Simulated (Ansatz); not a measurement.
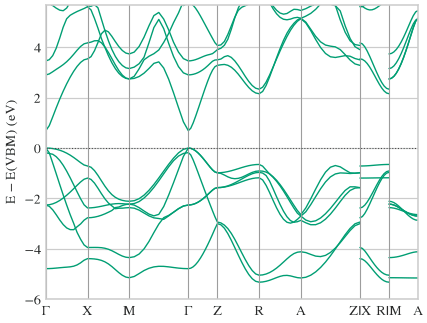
Figure. Band structure from LDA (plane waves, PAW; program Ansatz)

Question: Read off the gap and where the band edges lie.

Answer: About 0.7 eV (0.69 eV by a search for the band edges); maximum at Γ, minimum at Γ.

The material is ZnCdSe₂ in space group P-4m2 (No. 115; Zn on 1c, Cd on 1a, Se on 2g).

The workflow started from a Materials Project entry (that database holds measured and hypothetical structures alike); the Crystallography Open Database copy checked does not list it. Whether it is the stable phase at ambient conditions was not checked. Symmetry was held in the LDA relaxation; phonons on a q-mesh show no instability. Scalar-relativistic: spin–orbit coupling is off unless named, which matters more the heavier the elements.

Potentials: the later of the program's two PAW sets.
